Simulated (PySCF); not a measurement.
Consider C₄H₆F₄Si (SMILES FC[Si]1(C(F)(F)F)CC1).

Input file:

```
{"job": {"kind": "nmr", "xc": "PBE0", "basis": "pcSseg-1"}, "charge": 0, "multiplicity": 1}
F     -2.802841     0.174598     0.233762
C     -1.766390     1.040078    -0.025782
Si    -0.112916     0.084397    -0.007091
C      1.344199     1.314182    -0.373879
F      1.426024     2.309304     0.533486
F      1.222254     1.923358    -1.571429
F      2.538969     0.702904    -0.377717
C      0.340533    -1.419936     1.023549
C      0.195570    -1.702904    -0.498087
H     -1.974770     1.495619    -0.998992
H     -1.808230     1.818075     0.743042
H      1.335113    -1.533753     1.431283
H     -0.406126    -1.878799     1.654546
H      1.102032    -1.988060    -1.013456
H     -0.637835    -2.331072    -0.775148
```

Command:

```sh
OMP_NUM_THREADS=1 python probes_run.py task.json out
```

Geometry: GFN2-xTB.

Method: PBE0/pcSseg-1, SCF density, gas phase, non-relativistic in PySCF.

> What can the converged electron density and electron localisation function tell about the bonding?

C–F (1.34 Å): ρ at the midpoint is about 2.3 e/Å³; the ELF peaks at about 0.85 between the atoms: a shared but strongly polarised pair.
C–Si (1.94 Å): the density is about 0.93 e/Å³ at the midpoint; the ELF peaks at about 1 between the atoms; a covalent bond.

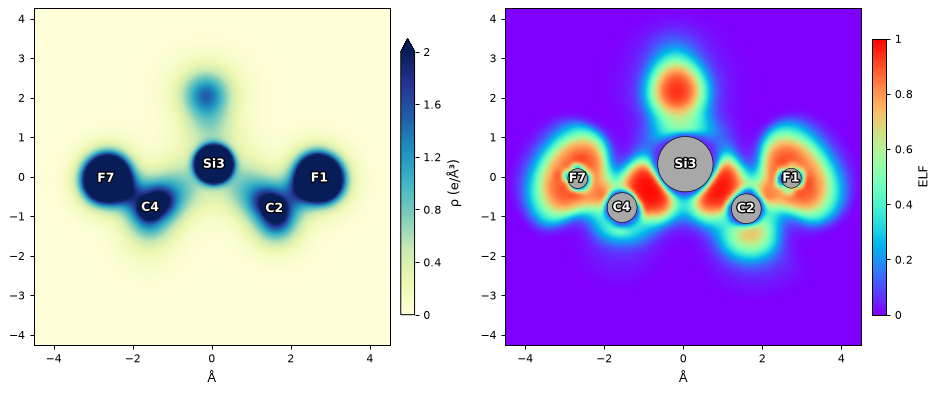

Computed electron density and electron localisation function on the plane of atoms F1, C2 and Si3, in this order. Grey discs cover the atomic cores in the ELF map. 
